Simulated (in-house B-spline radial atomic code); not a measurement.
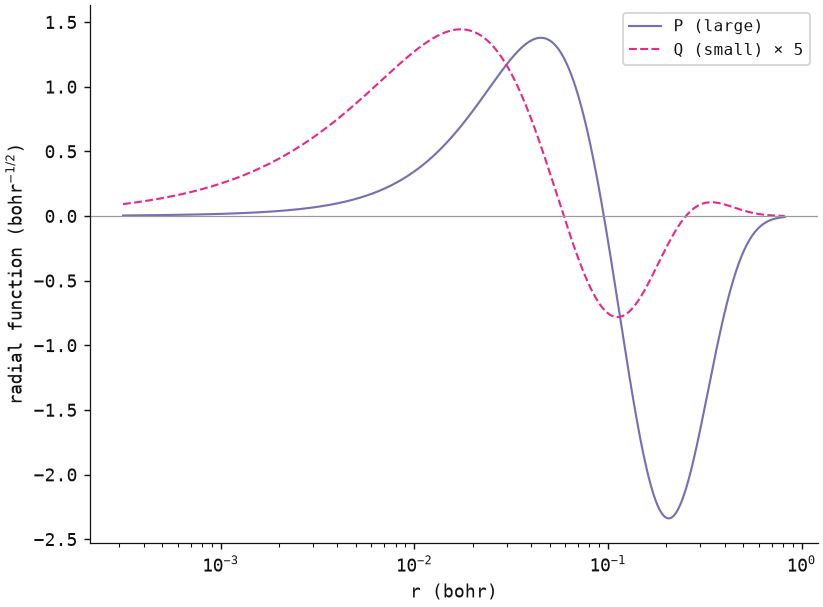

The Gd⁴⁰⁺ ion in the configuration [Ar] 3d6 (open shells shared over both j by 2j + 1). All numbers are computed, not measured: Dirac-Hartree-Fock, average of configuration, Fermi nucleus, basis-set limit (an in-house B-spline radial code).

```
Z = 64
electrons = 24.0
configuration = [Ar] 3d6
hamiltonian = dirac
method = hf
spin_polarised = False
nucleus = fermi
rms_radius = 5.1569
mass_number = 158
atomic_mass = 157.9241112
speed_of_light = 137.035999084
```

The plot shows the large and small radial components of one occupied spinor.

**Which spinor (n, l, j) is it?**

It is 3p1/2. The spinor has κ = 1: the large component has l = 1 and 1 radial node (r = 0.0952 bohr), the small one has l = 0. The small component carries 0.43 % of the norm; ⟨r⟩ = 0.223 bohr and the eigenvalue is −3525 eV. The nodes of P give n − l − 1 and its extent picks the shell; Q has as many nodes as P for κ < 0 and one more for κ > 0.
